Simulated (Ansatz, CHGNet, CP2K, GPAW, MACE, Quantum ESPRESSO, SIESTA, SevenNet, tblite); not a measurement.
**Forces in random rock-salt alloy of NbC and TiC (64 atoms), program by program**

Aim: forces, pressure of random rock-salt alloy of NbC and TiC (64 atoms) at one geometry, from other programs and methods, against plane-wave PBE.

Results are calculated, not measured.

**1. The structure**

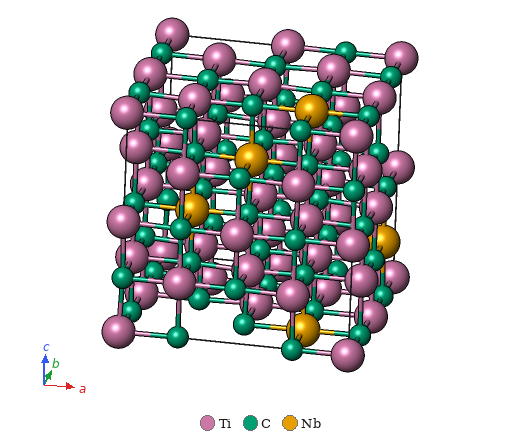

The cell (titanium pink, carbon teal, niobium orange). Some periodic images of atoms are drawn too.

The cell holds 64 atoms (28 Ti, 32 C and 4 Nb), with edges of 8.69, 8.69 and 8.69 Å. Recipe: rock-salt NbC, 2 x 2 x 2 conventional cells, 28 of 32 Nb sites given to Ti at random (x = 0.875), lattice by Vegard's rule (a = 4.346 Å); not relaxed, displaced by a Gaussian of 0.02 Å. Then every atom was moved at random, 0.02 Å r.m.s. a Cartesian component. The density is 5.30 g/cm³.

**2. The reference input**

Quantum ESPRESSO 7.5: Kohn-Sham DFT, PBE, SSSP efficiency 1.3.0 pseudopotentials, plane waves. Its input, pw.in:

```
&control
  calculation = 'scf'
  pseudo_dir = './pseudo'
  outdir = './tmp'
  disk_io = 'none'
  tprnfor = .true.
  tstress = .true.
/
&system
  ibrav = 0
  nat = 64
  ntyp = 3
  ecutwfc = 45
  ecutrho = 360
  nosym = .true.
  occupations = 'smearing'
  smearing = 'fd'
  degauss = 0.003675
/
&electrons
  conv_thr = 3.2e-07
  electron_maxstep = 100
  mixing_beta = 0.2
  mixing_mode = 'local-TF'
  diagonalization = 'david'
/
ATOMIC_SPECIES
Ti 47.867 Ti.upf
C 12.011 C.upf
Nb 92.906 Nb.upf
CELL_PARAMETERS angstrom
8.69160 0.00000 0.00000
0.00000 8.69160 0.00000
0.00000 0.00000 8.69160
ATOMIC_POSITIONS crystal
Ti 0.99750 0.00025 0.99914
C 0.25358 0.00903 0.99854
Ti 0.99826 0.25220 0.25068
C 0.25299 0.25208 0.25314
[... 58 atom lines left out ...]
Ti 0.74783 0.75955 0.50202
C 0.50708 0.75095 0.50432
K_POINTS gamma
```

```console
$ OMP_NUM_THREADS=1 mpirun -np 2 pw.x -in pw.in > output.txt
```

Run time: 3 min. Hardware: 2 MPI ranks of Arm Neoverse V2, shared host; peak memory 1.4 GiB.

It converged with an r.m.s. force component of 0.51 eV/Å and a pressure of 1.4 GPa.

**3. What was run beside it**

- CHGNet: machine-learned potential, published weights.
- CP2K 2026.2: Gaussian basis with GTH pseudopotentials and a plane-wave density; labels give functional, basis (MOLOPT sets; SR short-range, UZH the newer set with its own potentials), grid cutoff/relative cutoff and solver (OT: orbital transformation; TRS4, TC2, SIGN: linear-scaling purification with its sparsity filter), or its built-in tight binding.
- GPAW 26.7.0: PAW with atomic orbitals (LCAO), plane waves or a real-space grid of spacing h.
- MACE: machine-learned potential, published weights.
- Quantum ESPRESSO 7.5: plane waves; labels (QE) give functional, pseudopotential set and cutoffs of waves/density.
- SIESTA 5.4.2: numerical atomic orbitals, whose automatically made sets are far from complete, with PseudoDojo norm-conserving potentials that we converted to its format (checked against plane waves on the same files for H, C, O, Si, Ge and Ca alone); labels give functional, basis size, energy shift and mesh cutoff.
- SevenNet: machine-learned potential, published weights.
- tblite 0.8.0: extended tight binding, driven from Python.

All use the same cell and atoms, and the electronic-structure runs the same k-mesh.

**4. All runs compared**

Differences are against the reference: forces as r.m.s. over components, share as that over the reference's r.m.s. force, slope as the fitted ratio of a run's forces to the reference's.

| run | Δ force, r.m.s. (meV/Å) | share (%) | slope | Δ pressure (GPa) | cores | CPU time | memory (GiB) |
| --- | --- | --- | --- | --- | --- | --- | --- |
| reference | - | - | - | - | 2 | 6 min | 1.4 |
| CHGNet 0.3.0 potential | 226 | 44.5 | 0.754 | 2.90 | 1 | 3.2 s | 0.96 |
| CP2K PBE, DZVP-UZH, 800/50 Ry, diagonalisation | 21.5 | 4.23 | 1.025 | 0.876 | 4 | 14 min | 5.0 |
| CP2K PBE, SZV-MOLOPT-SR, 800/50 Ry, diagonalisation (coarse) | 210 | 41.3 | 0.977 | -17.3 | 2 | 4.3 min | 2.4 |
| GPAW PBE, LCAO dzp, h 0.28 Å (coarse) | 48.4 | 9.51 | 1.079 | - | 1 | 6.2 min | 0.86 |
| MACE MP-0b3 medium potential | 182 | 35.7 | 0.846 | 2.03 | 1 | 6.8 s | 1.0 |
| QE PBE, sg15-1.2, 80/320 Ry | 4.91 | 0.965 | 1.000 | 0.088 | 4 | 7.4 min | 1.4 |
| QE PBE, sssp-1.3.0-efficiency, 35/280 Ry (coarse) | 3.41 | 0.67 | 0.999 | -1.38 | 2 | 4.2 min | 0.98 |
| SIESTA PBE, DZP, shift 0.001 Ry, mesh 500 Ry | 54.9 | 10.8 | 1.069 | 1.24 | 4 | 44 min | 4.0 |
| SIESTA PBE, DZP, shift 0.01 Ry, mesh 500 Ry | 54.0 | 10.6 | 1.035 | -0.935 | 2 | 10 min | 2.0 |
| SIESTA PBE, SZ, shift 0.01 Ry, mesh 500 Ry (coarse) | 223 | 43.8 | 1.198 | -13.9 | 1 | 2.5 min | 0.88 |
| SIESTA PBE, SZP, shift 0.01 Ry, mesh 500 Ry (coarse) | 87 | 17.1 | 1.079 | -0.426 | 2 | 7.3 min | 1.8 |
| SIESTA PBE, TZP, shift 0.01 Ry, mesh 500 Ry | 47.0 | 9.23 | 1.023 | -1.75 | 4 | 15 min | 2.9 |
| SevenNet 0 potential | 191 | 37.6 | 0.784 | 2.19 | 1 | 7 s | 0.98 |
| tblite IPEA1-xTB | 362 | 71.1 | 0.885 | -23.7 | 1 | 6.6 s | 0.12 |

Rows marked coarse were listed beforehand as settings not expected to be converged; some can still land near the reference.

Times of the machine-learned potentials are mostly Python's start and the loading of weights.

Runs without a result: tblite GFN2-xTB (not converged); CP2K GFN1-xTB, diagonalisation (not converged); GPAW PBE, LCAO dzp, h 0.2 Å (cut off at its time limit); GPAW LDA, LCAO dzp, h 0.2 Å (cut off at its time limit); GPAW PBE, LCAO szp(dzp), h 0.2 Å (cut off at its time limit).

CPU time is summed over cores on shared hosts, so it is rough.

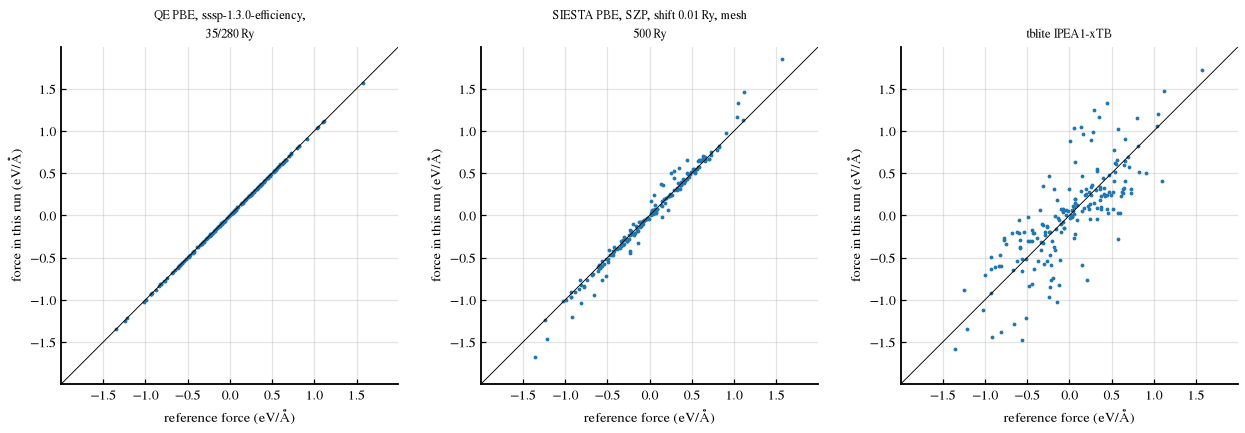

Force components against those of the reference; the line marks equality.

**5. What came out**

Forces lie from 0.67 % (QE PBE, sssp-1.3.0-efficiency, 35/280 Ry, coarse) to 71 % (tblite IPEA1-xTB) of the reference's r.m.s. force of 0.51 eV/Å away from it. Other PBE runs on plane waves or a grid: QE PBE, sg15-1.2, 80/320 Ry 0.96 % of the r.m.s. force; the reference has errors of its own, so differences under a few per cent don't tell which side is nearer the exact PBE result. The PBE runs in local orbitals, coarse settings apart, differ by 4.2 % (CP2K PBE, DZVP-UZH, 800/50 Ry, diagonalisation) to 11 % (SIESTA PBE, DZP, shift 0.001 Ry, mesh 500 Ry); basis, grid and potentials can all enter. Tight binding differs by 71 % (tblite IPEA1-xTB); it is another model, with fitted parameters of its own, and the xTB methods hold dispersion.

Machine-learned potentials differ by 36 % (MACE MP-0b3 medium potential) to 45 % (CHGNet 0.3.0 potential); they were trained on other programs' data. The reference samples few k-points for this cell, and its sampling error, which other DFT runs on the same mesh share, can be part of so large a difference. Among those trained on PBE data the slope goes as low as 0.75, with a correlation of 0.90, so directions differ as well as sizes. IPEA1-xTB was fitted to ionisation energies and electron affinities, not to forces or charges. Runs with settings chosen to be coarse differ by 0.67 % (QE PBE, sssp-1.3.0-efficiency, 35/280 Ry) to 44 % (SIESTA PBE, SZ, shift 0.01 Ry, mesh 500 Ry), their programs' other errors included. Pressures at PBE, coarse settings apart, lie -1.75 to +1.24 GPa from the reference's.

Caveats: Periodic xTB results under one method name differ between programs and library versions. The reference's pressure holds the uncorrected Pulay stress of its 45 Ry basis, so small pressure differences may be the reference's own error. Machine-learned potentials mimic data converged in k, so the reference's own k-point error enters their differences. The host structure and its lattice constant were typed by rule, without a check against the phase diagram. The electronic-structure runs sample only Γ, in a cell whose shortest periodic width is 9 Å, which is coarse for a cell with partly filled levels. Spin–orbit coupling is left out. The reference has no spin polarisation, so local moments can't form. Where levels are smeared, the DFT runs use Fermi–Dirac occupations at 580 K (0.05 eV), and energies are free energies. The atoms were displaced at random, and shares hang on the size of the forces that this gives. The reference's cutoffs and mesh weren't converged further here.

[Logs are printed without paths, hosts, clocks, repeated set-up lines and the standing remarks that a program may print on its own settings, such as how far it seeks lower states.]

[Hosts, paths, dates, database ids (printed as entryN), source tags and the programs' standing remarks are cut or masked in the printed files.]

[Cells were taken only where this reference lay near another plane-wave run.]
